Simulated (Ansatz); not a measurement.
# Run report: CH4O, geometry relaxation

The run: geometry relaxation of CH4O (molecule in a box, 6 atoms in the cell). Method and program: DFT PBE, scalar-relativistic, plane waves, PAW, no spin polarisation (Ansatz 0.2.0).

It belongs to a series of runs on one base structure; here: gas reference in a box. Figures and captions count atoms from 1; the log counts them from 0 in places.

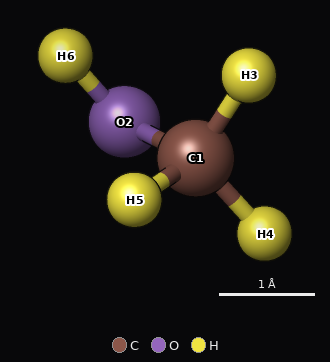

The input geometry (ball-and-stick view of the molecule without its box, seen at a tilt; atoms are numbered from 1 in the order of the input).

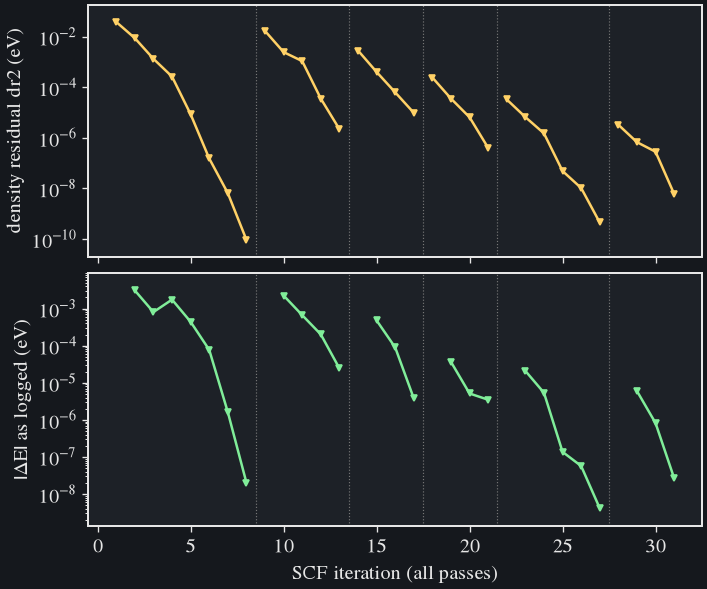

Convergence of the self-consistent field: density residual dr2 and size of the energy change against the SCF iteration. The dotted lines part the SCF passes of the relaxation: geometry steps, rejected trials and re-solves on a re-selected basis. The 6 passes take 4 to 8 iterations each, 31 in all.

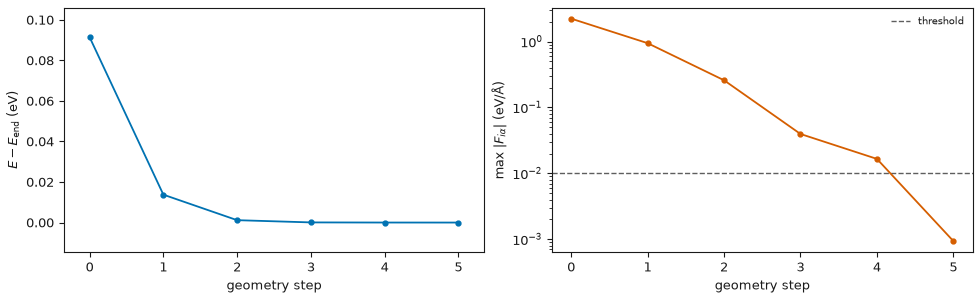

Progress of the relaxation, step by step (the first geometry is step 0 here and step 1 in the log).

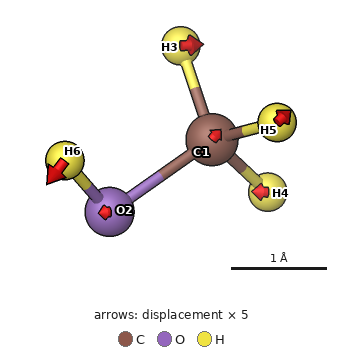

The starting structure with the displacements as red arrows, magnified 5 times (ball-and-stick view of the molecule without its box, seen at a tilt). The two geometries are laid on each other by the best rigid fit. The atom that moves furthest after the best rigid fit is H6 (0.066 Å). By element the largest moves are H 0.066 Å, C 0.031 Å, O 0.028 Å. Distances before and after: C1–O2 1.375 → 1.427 Å, O2–H6 0.993 → 0.969 Å, C1–H3 1.120 → 1.103 Å, C1–H5 1.113 → 1.103 Å. Among the angles that change: O2–C1–H4 109.5° → 106.7°, C1–O2–H6 105.4° → 108.0°. Over 5 geometry steps the energy falls by 0.091 eV. The largest force component goes from 2.2 to 0.00094 eV/Å. (Atoms are counted from 1 in the order of the input.)

These pictures come from the run below.

Input:
```yaml
crystal:
  lattice:
    - [14.0, 0.0, 0.0]
    - [0.0, 14.5, 0.0]
    - [0.0, 0.0, 15.0]
  atoms:
    - { symbol: C, position: [0.4605266889, 0.4842941135, 0.4802471134] }
    - { symbol: O, position: [0.5494967888, 0.4562889341, 0.4524670577] }
    - { symbol: H, position: [0.4525716274, 0.4766652276, 0.554183108] }
    - { symbol: H, position: [0.4045571419, 0.4423966972, 0.445816892] }
    - { symbol: H, position: [0.4475721611, 0.5576033028, 0.4619731533] }
    - { symbol: H, position: [0.5954428581, 0.4962163611, 0.4849295411] }
  symmetry: { detect: false }
basis:
  ecutwfc: 420
kpoints:
  mp_grid: { grid: [1, 1, 1] }
hamiltonian:
  xc: pbe
scf:
  occupations: { method: gaussian, width: 0.005 }
output:
  forces: true
  eigenvalues: true
relax:
  adjacent_minimum: "off"
  f_tol: 0.01
  max_steps: 120
```

Launched with:
```bash
ansatz run input.yaml --threads 4 --pin off --max-ram 11264MiB --backend cpu --events-out ev --progress --plain --runs-dir out
```

What the program printed:
```
Engine: ansatz 0.2.0, x86_64-unknown-linux-gnu
Pseudopotentials: kind: paw
Pseudopotential: C, paw, valence charge 4, recommended cutoff 420 eV (normal), C.paw.azcp
Pseudopotential: O, paw, valence charge 6, recommended cutoff 420 eV (normal), O.paw.azcp
Pseudopotential: H, paw, valence charge 1, recommended cutoff 420 eV (normal), H.paw.azcp
Functional definition: PBE
  parameter kappa = 0.804
  parameter beta = 0.06672455060314922
  exchange = pbe_x(kappa = kappa, mu = beta*pi^2/3)
  correlation = pbe_c(beta = beta)
Crystal: 6 atoms, lattice volume = 3045.000 Å³
Basis set: ecut = 420 eV, 59533 PW (Γ), exchange–correlation on 192×200×216 points (8 copies of the dense FFT grid, shifted against one another)
Bands: 13, of which v1, the nominal top of the filled ones, is band 7 counted from 1 (6 counted from 0)
Symmetry: 1 space group operations
k-points: 1
Non-local potential: C, projectors of the file, l = 0: 2, l = 1: 2, l = 2: 1
Non-local potential: O, projectors of the file, l = 0: 2, l = 1: 2, l = 2: 1
Non-local potential: H, projectors of the file, l = 0: 2, l = 1: 1
PAW form: soft (Blöchl's): semilocal exchange-correlation on the pseudo side does not see the compensation charge
PAW one-centre angular grid: C, 110 points (default); XC on 64 Gauss nodes
PAW one-centre angular grid: O, 110 points (default); XC on 64 Gauss nodes
PAW one-centre angular grid: H, 110 points (default); XC on 64 Gauss nodes
Initial density: superposition of atomic densities (neutral atoms: chi_scale 0, normalization atom), corrected by the library's trained network
Initial wavefunctions: pseudopotential atomic-orbital guess
Functional: x = pbe(κ = 0.804, μ = 0.2195149727645171), c = pbe(β = 0.06672455060314922)
SCF iter   1: F=—  HF=-881.808791 eV  |F-HF|=—  |Δ(HF+E_count)|=         —  Δρ=8.39e-4  dr2=3.81e-2  ethr=1.77e-3  ⟨swp⟩=10.0  Hψ=130  notcnv=0
preconditioner: auto → Resta (q_TF=auto, 1.113 Å⁻¹)  ε∞=1.0  [insulator: Δε(μ)=5.544 eV  Ē_g=9.784 eV  σ=0.005 eV  W_gap=1.00  n_scr=80 (ndim 8)  ℏωp=2.1 eV  f_vac=0.922  D(μ)=0.00/eV (n_scr^D=0)  ε∞_Penn≈1.0  vacuum switching on, ρ_ref=6.9e-3 e/Å³]
SCF iter   2: F=—  HF=-881.805703 eV  |F-HF|=—  |Δ(HF+E_count)|=   3.09e-3  Δρ=6.13e-4  dr2=8.72e-3  ethr=2.72e-4  ⟨swp⟩=3.0  Hψ=34  notcnv=0  defer=1
SCF iter   3: F=—  HF=-881.806509 eV  |F-HF|=—  |Δ(HF+E_count)|=   8.06e-4  Δρ=1.61e-4  dr2=1.33e-3  ethr=6.23e-5  ⟨swp⟩=3.0  Hψ=27  notcnv=0  defer=1
SCF iter   4: F=—  HF=-881.808255 eV  |F-HF|=—  |Δ(HF+E_count)|=   1.75e-3  Δρ=8.21e-5  dr2=2.64e-4  ethr=9.47e-6  ⟨swp⟩=6.0  Hψ=37  notcnv=0  defer=1
SCF iter   5: F=—  HF=-881.808696 eV  |F-HF|=—  |Δ(HF+E_count)|=   4.41e-4  Δρ=1.69e-5  dr2=8.57e-6  ethr=1.89e-6  ⟨swp⟩=6.0  Hψ=38  notcnv=0  defer=1
iter 6 did not close the SCF: its close was put off until two iterations running show no level that it waits for move by more than its bar (scf_convergence_deferred on its scf_iter line)
SCF iter   6: F=-881.808775 eV  HF=-881.808773 eV  |F-HF|=1.61e-6  |Δ(HF+E_count)|=   7.73e-5  Δρ=2.78e-6  dr2=1.53e-7  ethr=1.79e-8  ⟨swp⟩=21.0  Hψ=117  notcnv=0
iter 7 did not close the SCF: its close was put off until two iterations running show no level that it waits for move by more than its bar (scf_convergence_deferred on its scf_iter line)
SCF iter   7: F=-881.808775 eV  HF=-881.808775 eV  |F-HF|=2.14e-8  |Δ(HF+E_count)|=   1.62e-6  Δρ=7.03e-7  dr2=6.53e-9  ethr=1.10e-9  ⟨swp⟩=12.0  Hψ=98  notcnv=0
SCF iter   8: F=-881.808775 eV  HF=-881.808775 eV  |F-HF|=1.73e-9  |Δ(HF+E_count)|=   2.03e-8  Δρ=8.22e-8  dr2=9.36e-11  ethr=4.66e-11  ⟨swp⟩=6.0  Hψ=69  notcnv=0
SCF 1 converged in 8 iterations: F = -881.808775 eV  dr2 = 9.36e-11
  greatest PAW one-centre occupation: 0.865 electrons in one spin orbital (limit 2), on the O atom at site 1 (counted from 0), in its partial waves of l = 0
relax step   1: F+E_penalty+E_count = -881.80877461 eV  Δ(F+E_penalty+E_count) = +0.000e0 eV  max|allowed force component| = 2.225e0 eV/Å  Δτ_max = 0.0000 Å  (8 SCF iters, dr2 threshold 2.50e-6 eV, accepted)
Initial density: handed on by an earlier stage of this run
Initial wavefunctions: those handed on with the density
iter 1 solved again at ethr=1.19e-4 eV; its pass at ethr=3.10e-3 eV (dr2=1.67e-2 eV) is discarded
SCF iter   1: F=—  HF=-881.888246 eV  |F-HF|=—  |Δ(HF+E_count)|=         —  Δρ=1.15e-3  dr2=1.68e-2  ethr=1.19e-4  ⟨swp⟩=3.0  Hψ=71  notcnv=0  defer=1
preconditioner: auto → Resta (q_TF=auto, 1.113 Å⁻¹)  ε∞=1.0  [insulator: Δε(μ)=5.561 eV  Ē_g=10.851 eV  σ=0.005 eV  W_gap=1.00  n_scr=80 (ndim 8)  ℏωp=2.3 eV  f_vac=0.953  D(μ)=0.00/eV (n_scr^D=0)  ε∞_Penn≈1.0  vacuum switching on, ρ_ref=8.5e-3 e/Å³]
SCF iter   2: F=—  HF=-881.885998 eV  |F-HF|=—  |Δ(HF+E_count)|=   2.25e-3  Δρ=4.83e-4  dr2=2.45e-3  ethr=1.19e-4  ⟨swp⟩=2.0  Hψ=22  notcnv=0  defer=1
SCF iter   3: F=—  HF=-881.886664 eV  |F-HF|=—  |Δ(HF+E_count)|=   6.66e-4  Δρ=2.36e-4  dr2=1.08e-3  ethr=1.75e-5  ⟨swp⟩=4.0  Hψ=32  notcnv=0  defer=1
SCF iter   4: F=—  HF=-881.886462 eV  |F-HF|=—  |Δ(HF+E_count)|=   2.02e-4  Δρ=5.84e-5  dr2=3.55e-5  ethr=7.72e-6  ⟨swp⟩=2.0  Hψ=25  notcnv=0  defer=1
SCF iter   5: F=-881.886486 eV  HF=-881.886486 eV  |F-HF|=3.28e-7  |Δ(HF+E_count)|=   2.45e-5  Δρ=1.02e-5  dr2=2.21e-6  ethr=2.53e-7  ⟨swp⟩=16.0  Hψ=103  notcnv=0
SCF 2 converged in 5 iterations: F = -881.886486 eV  dr2 = 2.21e-6
relax step   2: F+E_penalty+E_count = -881.88648580 eV  Δ(F+E_penalty+E_count) = -7.771e-2 eV  max|allowed force component| = 9.444e-1 eV/Å  Δτ_max = 0.0489 Å  (5 SCF iters, dr2 threshold 1.00e-4 eV, accepted)
SCF iter   1: F=—  HF=-881.899476 eV  |F-HF|=—  |Δ(HF+E_count)|=         —  Δρ=4.55e-4  dr2=2.83e-3  ethr=1.35e-4  ⟨swp⟩=4.0  Hψ=50  notcnv=0  defer=1
preconditioner: auto → Resta (q_TF=auto, 1.113 Å⁻¹)  ε∞=1.0  [insulator: Δε(μ)=5.615 eV  Ē_g=10.883 eV  σ=0.005 eV  W_gap=1.00  n_scr=80 (ndim 8)  ℏωp=2.3 eV  f_vac=0.953  D(μ)=0.00/eV (n_scr^D=0)  ε∞_Penn≈1.0  vacuum switching on, ρ_ref=8.6e-3 e/Å³]
SCF iter   2: F=—  HF=-881.898995 eV  |F-HF|=—  |Δ(HF+E_count)|=   4.81e-4  Δρ=1.94e-4  dr2=4.02e-4  ethr=2.02e-5  ⟨swp⟩=4.0  Hψ=33  notcnv=0  defer=1
SCF iter   3: F=—  HF=-881.899085 eV  |F-HF|=—  |Δ(HF+E_count)|=   8.98e-5  Δρ=5.76e-5  dr2=6.28e-5  ethr=2.87e-6  ⟨swp⟩=5.0  Hψ=31  notcnv=0  defer=1
SCF iter   4: F=-881.899077 eV  HF=-881.899081 eV  |F-HF|=4.17e-6  |Δ(HF+E_count)|=   3.81e-6  Δρ=2.32e-5  dr2=9.77e-6  ethr=3.98e-7  ⟨swp⟩=15.0  Hψ=94  notcnv=0
SCF 3 converged in 4 iterations: F = -881.899077 eV  dr2 = 9.77e-6
  greatest PAW one-centre occupation: 0.864 electrons in one spin orbital (limit 2), on the O atom at site 1 (counted from 0), in its partial waves of l = 0
relax step   3: F+E_penalty+E_count = -881.89907664 eV  Δ(F+E_penalty+E_count) = -1.259e-2 eV  max|allowed force component| = 2.584e-1 eV/Å  Δτ_max = 0.0173 Å  (4 SCF iters, dr2 threshold 5.57e-5 eV, accepted)
SCF iter   1: F=—  HF=-881.900207 eV  |F-HF|=—  |Δ(HF+E_count)|=         —  Δρ=1.24e-4  dr2=2.42e-4  ethr=1.29e-5  ⟨swp⟩=4.0  Hψ=47  notcnv=0  defer=1
preconditioner: auto → Resta (q_TF=auto, 1.113 Å⁻¹)  ε∞=1.0  [insulator: Δε(μ)=5.590 eV  Ē_g=10.870 eV  σ=0.005 eV  W_gap=1.00  n_scr=80 (ndim 8)  ℏωp=2.3 eV  f_vac=0.953  D(μ)=0.00/eV (n_scr^D=0)  ε∞_Penn≈1.0  vacuum switching on, ρ_ref=8.6e-3 e/Å³]
SCF iter   2: F=—  HF=-881.900171 eV  |F-HF|=—  |Δ(HF+E_count)|=   3.66e-5  Δρ=5.18e-5  dr2=3.56e-5  ethr=1.73e-6  ⟨swp⟩=2.0  Hψ=32  notcnv=0  defer=1
SCF iter   3: F=—  HF=-881.900176 eV  |F-HF|=—  |Δ(HF+E_count)|=   5.14e-6  Δρ=2.50e-5  dr2=6.50e-6  ethr=2.54e-7  ⟨swp⟩=3.0  Hψ=23  notcnv=0  defer=1
SCF iter   4: F=-881.900179 eV  HF=-881.900179 eV  |F-HF|=2.38e-7  |Δ(HF+E_count)|=   3.49e-6  Δρ=4.77e-6  dr2=4.00e-7  ethr=3.57e-8  ⟨swp⟩=14.0  Hψ=92  notcnv=0
SCF 4 converged in 4 iterations: F = -881.900179 eV  dr2 = 4.00e-7
relax step   4: F+E_penalty+E_count = -881.90017899 eV  Δ(F+E_penalty+E_count) = -1.102e-3 eV  max|allowed force component| = 3.956e-2 eV/Å  Δτ_max = 0.0057 Å  (4 SCF iters, dr2 threshold 5.00e-6 eV, accepted)
SCF iter   1: F=—  HF=-881.900214 eV  |F-HF|=—  |Δ(HF+E_count)|=         —  Δρ=5.59e-5  dr2=3.28e-5  ethr=8.67e-6  ⟨swp⟩=4.0  Hψ=47  notcnv=0  defer=1
preconditioner: auto → Resta (q_TF=auto, 1.113 Å⁻¹)  ε∞=1.0  [insulator: Δε(μ)=5.591 eV  Ē_g=10.873 eV  σ=0.005 eV  W_gap=1.00  n_scr=80 (ndim 8)  ℏωp=2.3 eV  f_vac=0.953  D(μ)=0.00/eV (n_scr^D=0)  ε∞_Penn≈1.0  vacuum switching on, ρ_ref=8.6e-3 e/Å³]
SCF iter   2: F=—  HF=-881.900235 eV  |F-HF|=—  |Δ(HF+E_count)|=   2.09e-5  Δρ=2.68e-5  dr2=6.61e-6  ethr=2.34e-7  ⟨swp⟩=3.0  Hψ=34  notcnv=0  defer=1
SCF iter   3: F=—  HF=-881.900240 eV  |F-HF|=—  |Δ(HF+E_count)|=   5.38e-6  Δρ=7.59e-6  dr2=1.50e-6  ethr=4.72e-8  ⟨swp⟩=2.0  Hψ=23  notcnv=0  defer=1
iter 4 did not close the SCF: its close was put off until two iterations running show no level that it waits for move by more than its bar (scf_convergence_deferred on its scf_iter line)
SCF iter   4: F=-881.900240 eV  HF=-881.900240 eV  |F-HF|=4.39e-8  |Δ(HF+E_count)|=   1.37e-7  Δρ=1.75e-6  dr2=4.87e-8  ethr=7.14e-10  ⟨swp⟩=12.0  Hψ=97  notcnv=0
iter 5 did not close the SCF: its close was put off until two iterations running show no level that it waits for move by more than its bar (scf_convergence_deferred on its scf_iter line)
SCF iter   5: F=-881.900240 eV  HF=-881.900240 eV  |F-HF|=9.05e-10  |Δ(HF+E_count)|=   5.70e-8  Δρ=6.45e-7  dr2=1.04e-8  ethr=3.48e-10  ⟨swp⟩=9.0  Hψ=73  notcnv=0
SCF iter   6: F=-881.900240 eV  HF=-881.900240 eV  |F-HF|=5.62e-11  |Δ(HF+E_count)|=   4.14e-9  Δρ=1.66e-7  dr2=4.50e-10  ethr=7.43e-11  ⟨swp⟩=7.0  Hψ=55  notcnv=0
SCF 5 converged in 6 iterations: F = -881.900240 eV  dr2 = 4.50e-10
relax step   5: F+E_penalty+E_count = -881.90024022 eV  Δ(F+E_penalty+E_count) = -6.123e-5 eV  max|allowed force component| = 1.656e-2 eV/Å  Δτ_max = 0.0036 Å  (6 SCF iters, accepted)
SCF iter   1: F=—  HF=-881.900257 eV  |F-HF|=—  |Δ(HF+E_count)|=         —  Δρ=1.85e-5  dr2=3.29e-6  ethr=2.02e-7  ⟨swp⟩=4.0  Hψ=48  notcnv=0  defer=1
preconditioner: auto → Resta (q_TF=auto, 1.113 Å⁻¹)  ε∞=1.0  [insulator: Δε(μ)=5.591 eV  Ē_g=10.881 eV  σ=0.005 eV  W_gap=1.00  n_scr=80 (ndim 8)  ℏωp=2.3 eV  f_vac=0.953  D(μ)=0.00/eV (n_scr^D=0)  ε∞_Penn≈1.0  vacuum switching on, ρ_ref=8.6e-3 e/Å³]
SCF iter   2: F=—  HF=-881.900251 eV  |F-HF|=—  |Δ(HF+E_count)|=   5.99e-6  Δρ=8.53e-6  dr2=6.74e-7  ethr=2.35e-8  ⟨swp⟩=3.0  Hψ=30  notcnv=0  defer=1
SCF iter   3: F=—  HF=-881.900252 eV  |F-HF|=—  |Δ(HF+E_count)|=   8.20e-7  Δρ=3.50e-6  dr2=2.82e-7  ethr=4.81e-9  ⟨swp⟩=3.0  Hψ=24  notcnv=0  defer=1
SCF iter   4: F=-881.900252 eV  HF=-881.900252 eV  |F-HF|=1.40e-8  |Δ(HF+E_count)|=   2.68e-8  Δρ=6.42e-7  dr2=6.05e-9  ethr=7.14e-10  ⟨swp⟩=11.0  Hψ=83  notcnv=0
SCF 6 converged in 4 iterations: F = -881.900252 eV  dr2 = 6.05e-9
relax step   6: F+E_penalty+E_count = -881.90025152 eV  Δ(F+E_penalty+E_count) = -1.130e-5 eV  max|allowed force component| = 9.382e-4 eV/Å  Δτ_max = 0.0013 Å  (4 SCF iters, accepted)
SCF converged after 4 iterations
Free energy (F): -881.900252 eV
Harris-Foulkes:  -881.900252 eV  (|F-HF|=1.40e-8)
Internal energy: -881.900252 eV  (E = F + TS)
E sigma→0 (E₀):  -881.900252 eV
Fermi energy:    -3.432828 eV
--- Per-component energies (eV) ---
  E_band       = -178.883883
  E_kinetic    = 321.204273
  E_local      = -2218.271640  (includes V_loc(G=0)·N_el)
  E_nonlocal   = 81.930868
  E_hartree    = 940.215290
  E_xc         = -156.747996
  E_vxc        = -198.496540  (∫ρ·V_xc dr)
  E_paw        = -259.977105  (= ΣΔE_a)
  E_vpaw       = -45.679722  (= ΣTr[D̂ρ^β])
  E_aug_tail   = -0.003006  (compensation charges beyond the density's cutoff)
  E_ewald      = 409.749063
  E_smearing   = -0.000000  (= −TS)
  E_closure    = -0.000000  (closes the sum)
  Σ components = -881.900252   (vs F -881.900252, Δ=0.00e0)
--- Forces (eV/Å), atoms counted from 1 ---
  atom   1  C     -0.00020025     0.00023317     0.00017280
  atom   2  O     -0.00055464    -0.00094495    -0.00031768
  atom   3  H     -0.00003454     0.00018454    -0.00044900
  atom   4  H      0.00004927     0.00007693    -0.00006406
  atom   5  H      0.00004175    -0.00046718     0.00021272
  atom   6  H      0.00079563     0.00087689     0.00039806
  max |Σ_I F_I| component: 9.72e-5 eV/Å
--- Band table (eV) ---
  k-point 0: bands = ["-25.3512", "-16.7394", "-12.3968", "-10.5266", "-10.2536", "-7.9463", "-6.2282", "-0.6375", "-0.0440", "0.2905", "0.4334", "0.4879", "0.6771"]
--- Relaxed structure (6 steps of the walk, 6 accepted, 0 SCFs on fresh bases) ---
  F+E_penalty+E_count = -881.90025152 eV   max|allowed force component| = 9.382e-4 eV/Å
  atoms:
    - { symbol: C, position: [0.4591885427747611, 0.48577536676214256, 0.48111026501006837] }
    - { symbol: O, position: [0.5515020030049951, 0.4561810938979548, 0.45267282958469907] }
    - { symbol: H, position: [0.4488620068136443, 0.47719702501124434, 0.553541533899054] }
    - { symbol: H, position: [0.40712495374063457, 0.44206693116398593, 0.44652737364598394] }
    - { symbol: H, position: [0.4447789243976814, 0.5582338577726753, 0.4631915437278575] }
    - { symbol: H, position: [0.5987108354682832, 0.4940103616919971, 0.4825733196323371] }
```

Trajectory as extended XYZ (Å, eV, eV/Å), 6 frames, from step=1 to step=6:
```
6
Lattice="14.0000 0.0000 0.0000 0.0000 14.5000 0.0000 0.0000 0.0000 15.0000" Properties=species:S:1:pos:R:3:forces:R:3 step=1 energy=-881.80877
C     6.4474    7.0223    7.2037   -1.8077   0.5491   0.5396
O     7.6930    6.6162    6.7870    2.2254   0.1087   0.0549
H     6.3360    6.9116    8.3127   -0.2548   0.0443  -0.4374
H     5.6638    6.4148    6.6873    0.4778   0.2115   0.3403
H     6.2660    8.0852    6.9296   -0.1907  -0.1520   0.1675
H     8.3362    7.1951    7.2739   -0.4500  -0.7616  -0.6649
6
Lattice="14.0000 0.0000 0.0000 0.0000 14.5000 0.0000 0.0000 0.0000 15.0000" Properties=species:S:1:pos:R:3:forces:R:3 step=2 energy=-881.88649
C     6.4454    7.0366    7.2095   -0.9445   0.2218   0.2693
O     7.7152    6.6144    6.7873    0.7597   0.0574   0.0235
H     6.2921    6.9171    8.3033    0.0439   0.0164  -0.1763
H     5.6880    6.4145    6.7011    0.2159   0.0555   0.0587
H     6.2310    8.0919    6.9438    0.0570  -0.1079   0.0360
H     8.3707    7.1707    7.2494   -0.1325  -0.2442  -0.2120
6
Lattice="14.0000 0.0000 0.0000 0.0000 14.5000 0.0000 0.0000 0.0000 15.0000" Properties=species:S:1:pos:R:3:forces:R:3 step=3 energy=-881.89908
C     6.4349    7.0424    7.2142   -0.2581   0.0726   0.0865
O     7.7211    6.6160    6.7894    0.0934  -0.0623  -0.0588
H     6.2820    6.9205    8.3009    0.0452  -0.0102  -0.0073
H     5.6987    6.4116    6.7009    0.0387  -0.0133  -0.0228
H     6.2238    8.0932    6.9491    0.0420  -0.0111  -0.0160
H     8.3819    7.1616    7.2397    0.0406   0.0234   0.0174
6
Lattice="14.0000 0.0000 0.0000 0.0000 14.5000 0.0000 0.0000 0.0000 15.0000" Properties=species:S:1:pos:R:3:forces:R:3 step=4 energy=-881.90018
C     6.4297    7.0437    7.2161   -0.0396   0.0213   0.0223
O     7.7213    6.6157    6.7897    0.0063  -0.0201  -0.0164
H     6.2828    6.9201    8.3026    0.0141  -0.0045  -0.0018
H     5.6999    6.4100    6.6987    0.0062  -0.0059  -0.0086
H     6.2249    8.0943    6.9484    0.0124  -0.0036  -0.0057
H     8.3838    7.1615    7.2387    0.0002   0.0129   0.0102
6
Lattice="14.0000 0.0000 0.0000 0.0000 14.5000 0.0000 0.0000 0.0000 15.0000" Properties=species:S:1:pos:R:3:forces:R:3 step=5 energy=-881.90024
C     6.4288    7.0438    7.2167   -0.0010  -0.0080  -0.0069
O     7.7211    6.6143    6.7898   -0.0127   0.0018   0.0026
H     6.2845    6.9193    8.3031   -0.0006   0.0006   0.0004
H     5.6999    6.4100    6.6980   -0.0018   0.0015   0.0012
H     6.2273    8.0944    6.9478   -0.0005   0.0005   0.0005
H     8.3808    7.1634    7.2390    0.0166   0.0036   0.0021
6
Lattice="14.0000 0.0000 0.0000 0.0000 14.5000 0.0000 0.0000 0.0000 15.0000" Properties=species:S:1:pos:R:3:forces:R:3 step=6 energy=-881.90025
C     6.4286    7.0437    7.2167   -0.0002   0.0002   0.0002
O     7.7210    6.6146    6.7901   -0.0006  -0.0009  -0.0003
H     6.2841    6.9194    8.3031    0.0000   0.0002  -0.0004
H     5.6997    6.4100    6.6979    0.0000   0.0001  -0.0001
H     6.2269    8.0944    6.9479    0.0000  -0.0005   0.0002
H     8.3820    7.1631    7.2386    0.0008   0.0009   0.0004
```

Key numbers:

```csv
quantity,value
outcome,converged
electrons treated,14
free energy,−881.9003 eV
Fermi energy,−3.433 eV
gap on the k-point mesh,5.59 eV
final volume,3045.00 Å³
largest force (length of the vector) at the end,0.001 eV/Å
hardware,"4 threads of Intel Xeon (Granite Rapids), 64 GiB of memory available, shared host"
wall time,13 s (CPU time 43 s)
peak memory,1.4 GiB
```
